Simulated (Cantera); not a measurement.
A closed system holds: 1 mol CO2, 0.06 mol SO2, 14 mol H2, held at 4.20 bar.

Equilibrium computed with Cantera from the NASA thermochemical tables; the gas is ideal and each condensed phase is pure. Candidate condensed phases: C, C6H6, C7H8, C8H18, H2O, H2SO4, S; 123 gas species. Kinetics and transport are ignored.

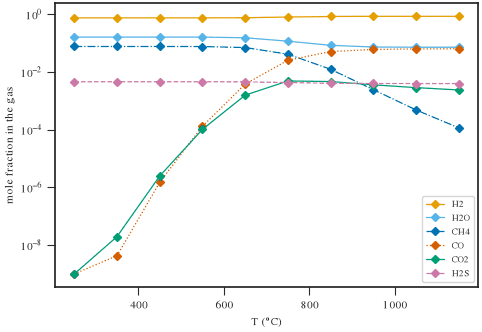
Figure: Equilibrium gas composition (values under 1e-9 drawn at 1e-9)

**Question.** Read off the mole fractions at 250 °C.

**Answer.** H2 about 0.76, H2O about 0.16, CH4 about 0.077, H2S about 0.0046.
